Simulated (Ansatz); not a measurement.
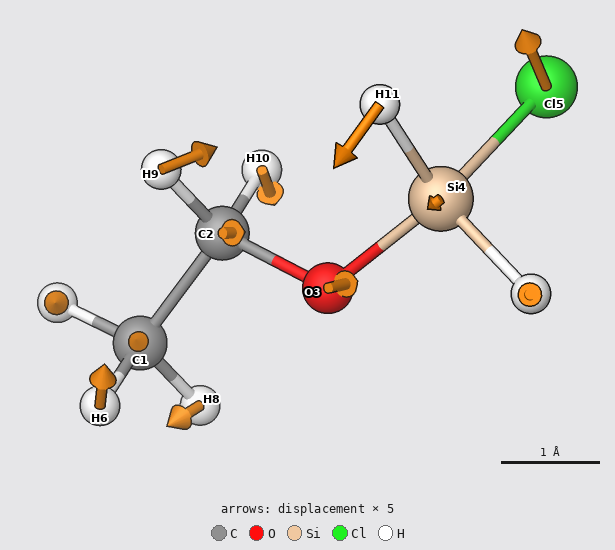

This is a relaxation of C2H7ClOSi. The starting structure is drawn; orange arrows show the displacements, 5 times their true length. The two geometries are superimposed by the best rigid fit.

Style: ball-and-stick. Shown from a free direction.

The start comes from PBE-D4/def2-SVP.

The calculation used Ansatz 0.2.0, RKS PBE0-D4/def2-TZVP. (force threshold 0.005 eV/Å; at most 150 steps)

Describe the change and its energy.

The Cl atom moves most after the best rigid fit: 0.20 Å. Largest moves by element: Cl 0.20 Å, H 0.16 Å, O 0.12 Å, C 0.08 Å, Si 0.04 Å. Some distances before and after: O–Si 1.665 → 1.625 Å, Cl–Si 2.087 → 2.058 Å, H–Si 1.502 → 1.483 Å, C–H 1.114 → 1.096 Å. The energy falls by 0.070 eV in 13 accepted moves (15 points after the start). The largest force component goes from 0.83 to 0.0043 eV/Å. The line search rejected the trial steps at points 12, 14 of the run.
